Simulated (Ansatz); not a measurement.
**InH3F− (SMILES [H][In-]([H])([H])[F]) at 6 levels**

Wanted: a comparison of 6 runs (UHF/STO-3G, BLYP/STO-3G, PBE0/STO-3G, UB3LYP/STO-3G, UPBE0/STO-3G, BCCD(T)/STO-3G) of InH3F−. 

The calculation is run with Ansatz 0.2.0.

4 further runs of the same task are left out: 4 that didn't finish.

## Step 1: The molecule

InH3F− has 5 atoms, charge -1, and is taken as a singlet. SMILES: `[H][In-]([H])([H])[F]`. The H5–In1 distance was set to 2.559 Å, away from the relaxed value. At this shape a bond of the SMILES string is far longer than usual.

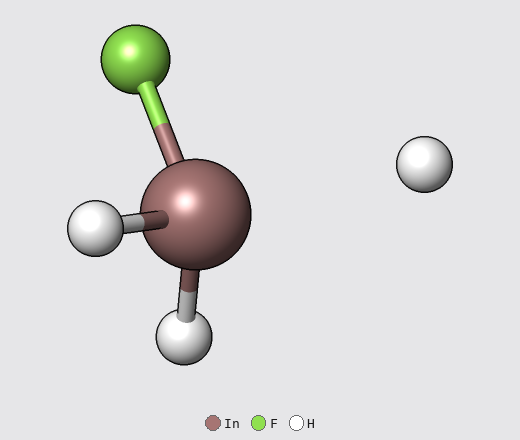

The structure, seen from a chosen angle (indium brown, fluorine green, hydrogen white).

## Step 2: The energy at UHF/STO-3G (run 1)

job.yaml

```yaml
crystal:
  periodic: [false, false, false]
  atoms:
    - symbol: In
      position_ang: [0.414044, 0.714150, 0.093970]
    - symbol: F
      position_ang: [0.421854, 0.691760, 2.111870]
    - symbol: H
      position_ang: [2.056164, 0.720690, -0.364860]
    - symbol: H
      position_ang: [-0.419926, 2.136370, -0.336640]
    - symbol: H
      position_ang: [-0.822880, -1.418880, -0.591010]
basis:
  gaussian:
    orbitals: STO-3G
total_charge: -1
magnetization:
  spin_polarized: true
hamiltonian:
  xc: hf
accuracy: high
```

Run with:

```console
$ ansatz run job.yaml --threads 1 --pin off --max-ram 2610MiB --events-out events.jsonl --progress --plain --runs-dir runs
```

Standard output:

```text
Warning: RAYON_NUM_THREADS=1 ignored (pool sized by the plan → 1); use --threads N
Functional definition: HF
  name "HF"
  exchange = exact_x
  correlation = 0
644 factors; integrals over basis functions are off by at most 3.8e-9 eV
mean field evaluation 1: about -157346.0005 eV, gradient 8.7e0 eV
mean field evaluation 2: about -157346.0152 eV, gradient 8.6e0 eV
mean field evaluation 4: about -157347.3990 eV, gradient 5.9e-1 eV
mean field evaluation 8: about -157347.4012 eV, gradient 2.3e-5 eV
mean field evaluation 16: about -157347.4623 eV, gradient 5.0e-2 eV
mean field -157347.45991977 eV, -5782.4124981125 hartree, gradient 1.8e-8 eV, S^2 0.226506; 1 other end points of the search recorded, 0 dependent functions left out
reference -157347.45991977 eV, -5782.4124981125 hartree; 31, 31 occupied and 4, 4 virtual orbitals, 644 factors
Total energy: -157347.45991977 eV, -5782.4124981125 hartree
```

It took 0.93 s on 1 thread of Arm Neoverse V2, shared host; peak memory 0.11 GiB.

## Step 3: The energy at BLYP/STO-3G (run 2)

run.yaml

```yaml
crystal:
  periodic: [false, false, false]
  atoms:
    - {symbol: In, position_ang: [0.414044, 0.714150, 0.093970]}
    - {symbol: F, position_ang: [0.421854, 0.691760, 2.111870]}
    - {symbol: H, position_ang: [2.056164, 0.720690, -0.364860]}
    - {symbol: H, position_ang: [-0.419926, 2.136370, -0.336640]}
    - {symbol: H, position_ang: [-0.822880, -1.418880, -0.591010]}
basis:
  gaussian:
    orbitals: STO-3G
total_charge: -1
accuracy: high
hamiltonian:
  xc: {name: BLYP}
```

Run with:

```console
$ ansatz run run.yaml --threads 1 --pin off --max-ram 2610MiB --events-out events.jsonl --progress --plain --runs-dir runs
```

Standard output:

```text
Warning: RAYON_NUM_THREADS=1 ignored (pool sized by the plan → 1); use --threads N
Functional definition: BLYP
  name "BLYP"
  parameter beta = 0.0042
  parameter a = 0.04918
  parameter b = 0.132
  parameter c = 0.2533
  parameter d = 0.349
  exchange = b88_x(beta = beta)
  correlation = lyp_c(a = a, b = b, c = c, d = d)
644 factors; integrals over basis functions are off by at most 3.8e-9 eV
mean field evaluation 1: about -157345.1698 eV, gradient 1.2e2 eV
mean field evaluation 2: about -157364.8329 eV, gradient 3.1e1 eV
mean field evaluation 4: about -157219.8084 eV, gradient 2.2e2 eV
mean field evaluation 8: about -157385.4796 eV, gradient 5.5e1 eV
mean field evaluation 16: about -157409.2207 eV, gradient 9.0e-4 eV
mean field -157409.22072668 eV, -5784.6821659036 hartree, gradient 3.8e-8 eV, S^2 0.000000; 0 other end points of the search recorded, 0 dependent functions left out
reference -157409.22076448 eV, -5784.6821672926 hartree; 31, 31 occupied and 4, 4 virtual orbitals, 644 factors
Total energy: -157409.22076448 eV, -5784.6821672926 hartree
```

Wall time 2.1 s (1 thread of Arm Neoverse V2, shared host); peak memory 0.096 GiB.

Runs 3 to 4 aren't shown in full; the table further down has their settings and results.

## Step 4: The energy at UPBE0/STO-3G (run 5)

input.yaml

```yaml
crystal:
  periodic: [false, false, false]
  atoms:
    - {symbol: In, position_ang: [0.414044, 0.714150, 0.093970]}
    - {symbol: F, position_ang: [0.421854, 0.691760, 2.111870]}
    - {symbol: H, position_ang: [2.056164, 0.720690, -0.364860]}
    - {symbol: H, position_ang: [-0.419926, 2.136370, -0.336640]}
    - {symbol: H, position_ang: [-0.822880, -1.418880, -0.591010]}
basis:
  gaussian:
    orbitals: STO-3G
total_charge: -1
accuracy: high
magnetization:
  spin_polarized: true
hamiltonian:
  xc: {name: PBE0}
```

Run with:

```console
$ ansatz run input.yaml --threads 1 --pin off --max-ram 2610MiB --events-out events.jsonl --progress --plain --runs-dir runs
```

Standard output:

```text
Warning: RAYON_NUM_THREADS=1 ignored (pool sized by the plan → 1); use --threads N
Functional definition: PBE0
  name "PBE0"
  parameter a = 0.25
  parameter kappa = 0.804
  parameter beta = 0.06672455060314922
  exchange = (1 - a)*pbe_x(kappa = kappa, mu = beta*pi^2/3) + a*exact_x
  correlation = pbe_c(beta = beta)
644 factors; integrals over basis functions are off by at most 3.8e-9 eV
mean field evaluation 1: about -157385.7604 eV, gradient 5.1e1 eV
mean field evaluation 2: about -157383.2787 eV, gradient 3.0e1 eV
mean field evaluation 4: about -157403.5187 eV, gradient 6.4e0 eV
mean field evaluation 8: about -157403.9735 eV, gradient 6.6e-2 eV
mean field evaluation 16: about -157403.9736 eV, gradient 2.9e-7 eV
mean field -157403.97356546 eV, -5784.4893362854 hartree, gradient 3.4e-8 eV, S^2 0.000000; 1 other end points of the search recorded, 0 dependent functions left out
reference -157403.97356685 eV, -5784.4893363366 hartree; 31, 31 occupied and 4, 4 virtual orbitals, 644 factors
Total energy: -157403.97356685 eV, -5784.4893363366 hartree
```

Wall time 3.3 s (1 thread of Arm Neoverse V2, shared host); peak memory 0.17 GiB.

## Step 5: The energy at BCCD(T)/STO-3G (run 6)

in.yaml

```yaml
crystal:
  periodic: [false, false, false]
  atoms:
    - {symbol: In, position_ang: [0.414044, 0.714150, 0.093970]}
    - {symbol: F, position_ang: [0.421854, 0.691760, 2.111870]}
    - {symbol: H, position_ang: [2.056164, 0.720690, -0.364860]}
    - {symbol: H, position_ang: [-0.419926, 2.136370, -0.336640]}
    - {symbol: H, position_ang: [-0.822880, -1.418880, -0.591010]}
basis:
  gaussian: {orbitals: STO-3G}
total_charge: -1
correlation: {method: bccd_t, frozen_orbitals: {F: 1, H: 0, In: 18}}
accuracy: high
scf: {omitted_lower_state_checks: [cluster_reference, increment]}
```

Run with:

```console
$ ansatz run in.yaml --threads 1 --pin off --max-ram 2610MiB --events-out events.jsonl --progress --plain --runs-dir runs
```

Standard output:

```text
Warning: RAYON_NUM_THREADS=1 ignored (pool sized by the plan → 1); use --threads N
[... 11 lines left out ...]
19 core orbitals not correlated: weight in the atoms' cores, before any rotation towards them, 1.000 or more for the frozen orbitals, at most 0.000 for the correlated occupied ones
[... 27 lines left out ...]
Total energy: -157349.89213150 eV, -5782.5018802450 hartree
Checks for a lower state left out: cluster_reference, increment
```

Run time: 0.66 s. Hardware: 1 thread of Arm Neoverse V2, shared host; peak memory 0.086 GiB.

## Step 6: The series

```tsv
run	level	frozen core orbitals	energy (Eh)	wall time
1	UHF/STO-3G	–	-5782.412498	0.93 s
2	BLYP/STO-3G	–	-5784.682167	2.1 s
3	PBE0/STO-3G	–	-5784.489336	1.8 s
4	UB3LYP/STO-3G	–	-5784.851221	3.6 s
5	UPBE0/STO-3G	–	-5784.489336	3.3 s
6	BCCD(T)/STO-3G	19	-5782.501880	0.66 s
```

## Step 7: Summary of results

```
                                           quantity           value
                                run 6: total energy  -5782.50188 Eh
run 6: correlation energy (19 core orbitals frozen)       -91.5 mEh
                              run 6: (T) correction       -2.83 mEh
```

In words: Totals of different functionals can't be ranked against each other. In run 6 the log says that unrestricted orbitals would lower the reference, so the values rest on an unstable closed-shell determinant (other closed-shell runs at this shape may share the fault). In runs 1, 2, 3, 4, 5, 6 the basis is minimal, so the values are rough. In runs 1, 2, 3, 4, 5, 6 relativity is left out where basis or elements ask for it. Spin contamination of the reference: run 1 ⟨S²⟩ = 0.23. All runs together took 12 s, the longest 3.6 s.
